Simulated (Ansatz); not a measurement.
System: H₄O₄Zr···HBr.

Input

```
crystal:
  periodic: [false, false, false]
  atoms:
    - { symbol: Zr, position_ang: [-0.191029, -0.30927, 0.160502] }
    - { symbol: O, position_ang: [-0.062135, -0.115658, 2.190552] }
    - { symbol: H, position_ang: [-0.772124, -0.024585, 2.848637] }
    - { symbol: O, position_ang: [1.584272, -0.559045, -0.56393] }
    - { symbol: H, position_ang: [2.411631, -0.453117, -1.050542] }
    - { symbol: O, position_ang: [-1.178023, 1.151581, -0.630019] }
    - { symbol: H, position_ang: [-1.565625, 1.898754, -1.10282] }
    - { symbol: O, position_ang: [-1.224403, -1.913666, -0.158484] }
    - { symbol: H, position_ang: [-1.582683, -2.6612, -0.655419] }
    - { symbol: Br, position_ang: [1.805791, 2.809173, 1.395539] }
    - { symbol: H, position_ang: [1.096528, 1.751434, 2.209084] }
basis:
  gaussian: { orbitals: def2-SVP }
hamiltonian:
  xc: pbe
relax:
  f_tol: 0.03
  max_steps: 50
output:
  orbitals: {}
```

Run with:

```sh
ansatz run input.yaml --threads 4 --pin off --max-ram 5120MiB --backend cpu --events-out ev --progress --plain --runs-dir out
```

The fields are those of the run's last geometry, not of the input's.

Core potentials replace the inner electrons of Zr.

Theory: RKS PBE/def2-SVP in Ansatz 0.2.0.

What will maps of the electron density and electron localisation function show?

O2···H11 (1.61 Å): the density falls to about 0.41 e/Å³ on the way; the ELF dips to about 0.30 between them.
Zr–O (1.93 Å): ρ is about 0.87 e/Å³ halfway; the ELF peaks at about 0.80 in the valence shell of O, 0.5 Å from its nucleus, and drops to about 0.20 between the two atoms.
O–H (0.97 Å): ρ at the midpoint is about 3.6 e/Å³; the ELF climbs to about 1 towards the hydrogen, as it does in any bond to H (an ordinary covalent bond to hydrogen).
Zr–O (2.01 Å): ρ at the midpoint is about 0.75 e/Å³; the ELF peaks at about 0.85 in the valence shell of O, 0.6 Å from its nucleus, and drops to about 0.20 between the two atoms.

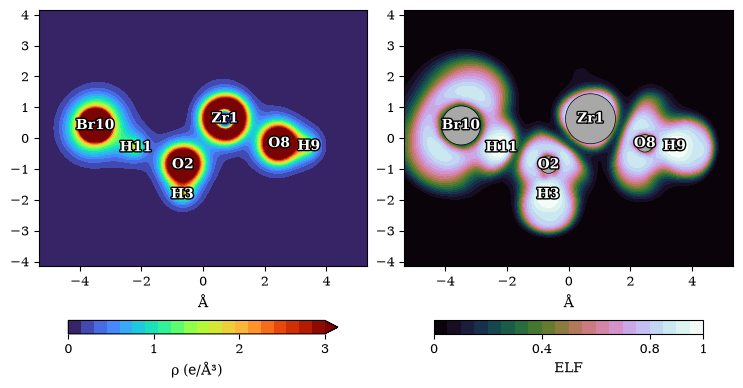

Computed electron density and electron localisation function on the plane of atoms O2, Zr1 and O8, in this order. Grey discs cover the atomic cores in the ELF map. 
